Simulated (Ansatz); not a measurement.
As₂H₈Ni (trans-NiH2(AsH3)2)

```xyz
11

Ni    0.0209    0.0003   -0.0259
H     1.4431   -0.1395    0.4686
As    0.0259    2.1953    0.0229
H    -0.9946    2.8717    0.9125
H    -0.3326    2.9327   -1.2490
H     1.2041    3.0716    0.4087
H    -1.4066    0.1410   -0.5064
As   -0.0166   -2.1950   -0.0413
H    -1.1429   -3.0517   -0.5906
H     0.0831   -2.8788    1.3053
H     1.1162   -2.9476   -0.7049
```

Geometry: PBE0-D4/def2-SVP.

These are results of RKS PBE0-D4/def2-TZVP in Ansatz, not measurements.

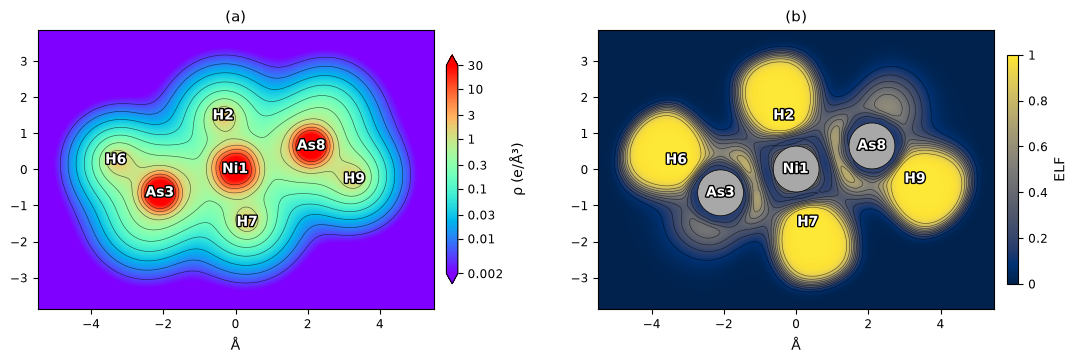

Figure 1. (a) electron density; (b) ELF on the plane of atoms H2, Ni1 and As3. Grey discs cover the atomic cores in the ELF map.

> Read the bonding off the picture.

- Atoms in the plane: Ni, H and As.
- Ni–As (2.20 Å): ρ is about 0.66 e/Å³ halfway; the ELF reaches about 0.60 near the midpoint.
- Ni–H (1.51 Å): ρ at the midpoint is about 1.2 e/Å³; the ELF climbs to about 1 towards the hydrogen.
- As–H (1.52 Å): ρ is about 1.2 e/Å³ halfway; the ELF climbs to about 1 towards the hydrogen.

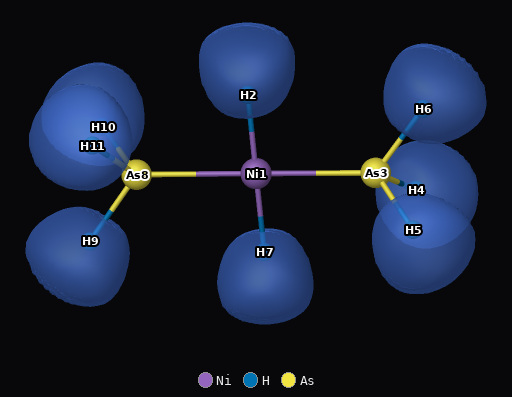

Figure 2. Isosurface of the electron localisation function at 0.9 (blue), seen at an oblique angle. Core shells and regions of very low density are left out.

> Where are the electrons localised?

At this value the surface marks out eight regions around hydrogen nuclei.

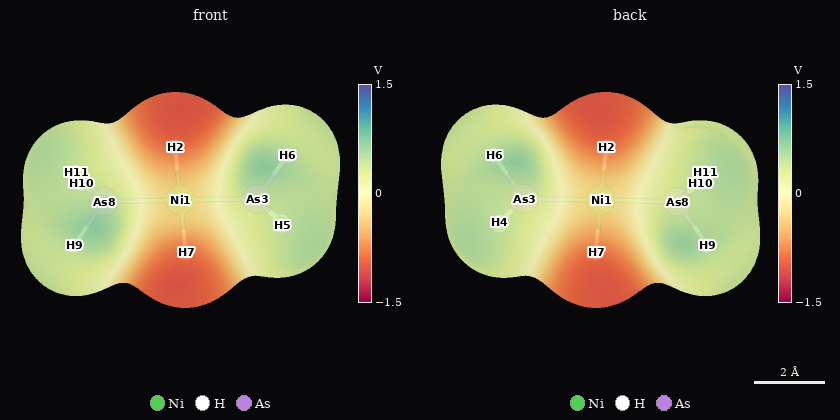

Figure 3. The electrostatic potential painted on the density surface at 0.001 e/bohr³, seen from the front and from behind; the colour scale runs from red (negative) to blue (positive).

> Where is the surface potential most negative and most positive?

The most negative region (about −1.0 V) lies over H2 and H7, the most positive (about +0.7 V) over As3 and As8.
